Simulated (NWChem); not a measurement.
# C2H4FGeNO (SMILES C[O][GeH]([F])[C]#N): levels of theory compared

We compute a comparison of 4 runs (HF/STO-3G, HF/3-21G, B3LYP/6-31G*) of C2H4FGeNO. 

The results are computed with NWChem 7.3.0.

### Step 1. Starting point

C2H4FGeNO: 10 atoms, total charge 0, spin state singlet. As SMILES, `C[O][GeH]([F])[C]#N`. The coordinates come from a PBE0-D4/def2-TZVP relaxation. This is one conformer, not always the lowest.

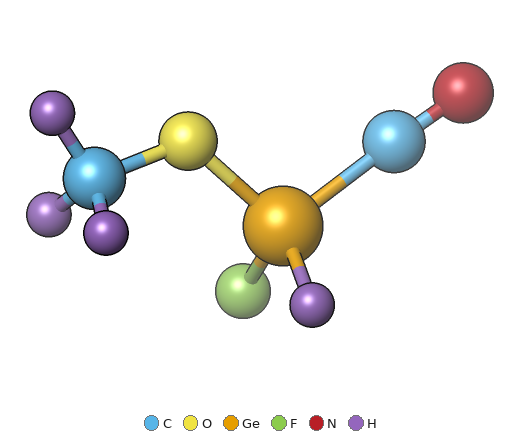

The structure, seen from a chosen angle (carbon blue, oxygen yellow, germanium amber, fluorine green, nitrogen red, hydrogen purple).

### Step 2. Energy and gradient at HF/STO-3G (run 1)

run.py

```python
from ase import Atoms
from ase.calculators.nwchem import NWChem

mol = Atoms('COGeFCNHHHH', positions=[
    [0.376800, -1.730100, 0.231600],
    [-0.094700, -0.465600, 0.666900],
    [-0.044400, 0.903700, -0.410300],
    [-1.168600, 0.655800, -1.696400],
    [-0.720700, 2.364700, 0.620500],
    [-1.087500, 3.271500, 1.225900],
    [0.403900, -2.383500, 1.104200],
    [-0.291400, -2.167800, -0.515700],
    [1.388600, -1.670500, -0.186300],
    [1.321000, 1.170600, -1.037500],
])

calc = NWChem(
    label='test',
    theory='scf',
    memory='2200 mb',
    basis='STO-3G',
    basispar='spherical bse',
    scf={'nopen': '0', 'rhf': None, 'thresh': '1e-08', 'maxiter': '80'},
)
mol.calc = calc

forces = mol.get_forces()
print(f"energy = {mol.get_potential_energy():.6f} eV")
print("forces (eV/A):")
for s, f in zip(mol.symbols, forces):
    print(f"{s:2s} {f[0]:10.5f} {f[1]:10.5f} {f[2]:10.5f}")
print("dipole (e A):", mol.get_dipole_moment().round(4))
```

Launch:

```bash
$ export ASE_NWCHEM_COMMAND="nwchem PREFIX.nwi > PREFIX.nwo"
$ python run.py
```

Standard output:

```text
energy = -64070.476066 eV
forces (eV/A):
C     0.08073    0.43344   -0.18692
O    -0.18959    1.09308   -0.09019
Ge   -0.12377    0.25166   -0.72258
F     0.82892    0.09750    1.02469
C     1.08038   -1.63990   -1.19993
N    -0.35101    0.62899    0.45781
H     0.02736   -0.22693    0.00262
H     0.08551   -0.23160   -0.10793
H    -0.00139   -0.22806   -0.06176
H    -1.43720   -0.17828    0.88415
dipole (e A): [ 0.508  -0.4968 -0.3837]
```

The calculator wrote test.nwi:

```
title "test"

permanent_dir test

scratch_dir test

start test

geometry units angstrom nocenter noautosym noautoz
  C  3.7680000000000002e-01 -1.7301000000000000e+00 2.3160000000000000e-01
  O  -9.4700000000000006e-02 -4.6560000000000001e-01 6.6690000000000005e-01
  Ge -4.4400000000000002e-02 9.0369999999999995e-01 -4.1030000000000000e-01
  F  -1.1686000000000001e+00 6.5580000000000005e-01 -1.6963999999999999e+00
  C  -7.2070000000000001e-01 2.3647000000000000e+00 6.2050000000000005e-01
  N  -1.0874999999999999e+00 3.2715000000000001e+00 1.2259000000000000e+00
  H  4.0389999999999998e-01 -2.3835000000000002e+00 1.1042000000000001e+00
  H  -2.9139999999999999e-01 -2.1678000000000002e+00 -5.1570000000000005e-01
  H  1.3886000000000001e+00 -1.6705000000000001e+00 -1.8629999999999999e-01
  H  1.3210000000000000e+00 1.1706000000000001e+00 -1.0375000000000001e+00
end

memory 2200 mb

basis spherical bse noprint
   * library STO-3G
end

scf
  nopen 0
  rhf
  thresh 1e-08
  maxiter 80
end

task scf gradient
```

test.nwo:

```text
Northwest Computational Chemistry Package (NWChem) 7.3.0
             --------------------------------------------------------

           Job information
           ---------------

    nwchem branch   = 7.3.0
    use scalapack   = T
    input           = test.nwi
    prefix          = test.
    data base       = test/test.db
    status          = startup
    nproc           =        1

           Memory information
           ------------------

[... 5 lines left out ...]
    hardfail = no
[... 141 lines left out ...]
         Quadratically convergent ROHF
[... 15 lines left out ...]
       Final RHF  results
[... 4 lines left out ...]
      Two-electron energy =   1395.205269897315
[... 55 lines left out ...]
                       ROHF Final Molecular Orbital Analysis
[... 300 lines left out ...]
                 ----------------------------------------
                 |  Time  |  1-e(secs)   |  2-e(secs)   |
                 ----------------------------------------
                 |  CPU   |       0.00   |       1.77   |
                 ----------------------------------------
                 |  WALL  |       0.00   |       1.77   |
                 ----------------------------------------

 Task  times  cpu:        7.3s     wall:        7.3s
 Total times  cpu:        7.4s     wall:        7.4s
```

Run time: 8.4 s. Hardware: 1 thread of AMD EPYC 9R45 (Zen 5), shared host; peak memory 0.1 GiB.

### Step 3. Energy and forces at HF/3-21G (run 2)

work.nw

```
start work
memory total 2200 mb
geometry units angstrom noautosym nocenter noautoz
  C        0.376800      -1.730100       0.231600
  O       -0.094700      -0.465600       0.666900
  Ge      -0.044400       0.903700      -0.410300
  F       -1.168600       0.655800      -1.696400
  C       -0.720700       2.364700       0.620500
  N       -1.087500       3.271500       1.225900
  H        0.403900      -2.383500       1.104200
  H       -0.291400      -2.167800      -0.515700
  H        1.388600      -1.670500      -0.186300
  H        1.321000       1.170600      -1.037500
end
basis spherical bse
  * library 3-21G
end
scf
  thresh 1e-08
  maxiter 80
  noprint "final vectors analysis"
end
task scf gradient
```

Launch:

```bash
$ nwchem work.nw > work.out
```

Standard output:

```text
[...]
  functions       =    75
[...]
  wavefunction    = RHF
[...]
         Total SCF energy =  -2370.559496684370
      One-electron energy =  -4206.345314764039
      Two-electron energy =   1381.239297827819
 Nuclear repulsion energy =    454.546520251850
        Time for solution =      5.7s
[...]
                         RHF ENERGY GRADIENTS
    atom               coordinates                        gradient
                 x          y          z           x          y          z
   1 C       0.712049  -3.269415   0.437661   -0.006231   0.029020  -0.002699
   2 O      -0.178957  -0.879856   1.260258    0.000762  -0.031342   0.018050
   3 Ge     -0.083904   1.707745  -0.775355    0.023159   0.010001   0.004791
   4 F      -2.208334   1.239282  -3.205731   -0.017741  -0.001936  -0.020313
   5 C      -1.361926   4.468635   1.172575    0.002910  -0.021942  -0.009494
   6 N      -2.055077   6.182239   2.316615   -0.006884   0.020796   0.012211
   7 H       0.763260  -4.504162   2.086635   -0.000242  -0.003480   0.007975
   8 H      -0.550666  -4.096548  -0.974532   -0.005275  -0.002027  -0.004574
   9 H       2.624074  -3.156787  -0.352056    0.006305   0.000649  -0.001750
  10 H       2.496328   2.212113  -1.960591    0.003238   0.000260  -0.004196
[...]
```

Wall time 8.4 s (1 thread of AMD EPYC 9R45 (Zen 5), shared host); peak memory 0.1 GiB.

Run 3 isn't shown in full; the table further down has it.

### Step 4. Energy and forces at B3LYP/6-31G(d) (spherical functions) (run 4)

c2h4fgeno.nw

```
start c2h4fgeno
title "C2H4FGeNO"
memory 2200 mb

geometry units angstroms noautosym nocenter noautoz
  C     0.376800   -1.730100    0.231600
  O    -0.094700   -0.465600    0.666900
  Ge   -0.044400    0.903700   -0.410300
  F    -1.168600    0.655800   -1.696400
  C    -0.720700    2.364700    0.620500
  N    -1.087500    3.271500    1.225900
  H     0.403900   -2.383500    1.104200
  H    -0.291400   -2.167800   -0.515700
  H     1.388600   -1.670500   -0.186300
  H     1.321000    1.170600   -1.037500
end

basis "ao basis" spherical bse
  * library 6-31G*
end

dft
  xc b3lyp
  grid fine
  convergence energy 1e-08
  iterations 100
  mulliken
end

task dft gradient
```

Launch:

```bash
$ nwchem c2h4fgeno.nw > c2h4fgeno.out
```

Standard output:

```text
[...]
          Wavefunction type:  closed shell.
          No. of atoms     :    10
          No. of electrons :    72
[...]
          Charge           :     0
          Spin multiplicity:     1
[...]
          AO basis - number of functions:   110
[...]
              XC Information
              --------------
                         B3LYP Method XC Potential
                     Hartree-Fock (Exact) Exchange  0.200
                        Slater Exchange Functional  0.800 local
                    Becke 1988 Exchange Functional  0.720 non-local
              Lee-Yang-Parr Correlation Functional  0.810
                  VWN I RPA Correlation Functional  0.190 local
[...]
 d= 0,ls=0.0,diis     1  -2385.0470740565 -2.84D+03  1.89D-02  1.30D+00     3.4
[...]
 d= 0,ls=0.0,diis    11  -2385.2113081921 -6.32D-09  3.53D-07  7.27D-09    28.0
         Total DFT energy =    -2385.211308192140
      One electron energy =    -4220.135209978831
           Coulomb energy =     1497.805574600869
    Exchange-Corr. energy =     -117.428193066029
 Nuclear repulsion energy =      454.546520251850
[...]
  wavefunction    = closed shell
[...]
```

Run time: 43 s. Hardware: 1 thread of AMD EPYC 9R45 (Zen 5), shared host; peak memory 0.13 GiB.

### Step 5. Overview of the runs

```
run                               level  Cartesian functions  iteration cap   energy (Eh)  dipole moment (D)  largest force (eV/Å)  wall time
  1                           HF/STO-3G                   no             80  -2354.546586               3.88                 2.301      8.4 s
  2                            HF/3-21G                   no             80  -2370.559497               4.73                 1.860      8.4 s
  3  B3LYP/6-31G* (Cartesian functions)                  yes            100  -2385.223634                  –                 1.488       48 s
  4  B3LYP/6-31G* (spherical functions)                   no            100  -2385.211308               4.38                 1.492       43 s
```

### Step 6. What came out

```
                       quantity           value
            run 4: total energy  -2385.21131 Eh
           run 4: dipole moment          4.38 D
             run 4: HOMO energy        -8.53 eV
             run 4: LUMO energy        -0.98 eV
           run 4: HOMO–LUMO gap         7.55 eV
run 4: largest force on an atom      1.492 eV/Å
```

**Reading.** Over runs 1, 2, 4 the dipole moment (its size) runs from 3.88 D (HF/STO-3G) to 4.73 D (HF/3-21G). In run 1 the basis is minimal, so the values are rough. All runs together took 1.8 min, the longest 48 s.
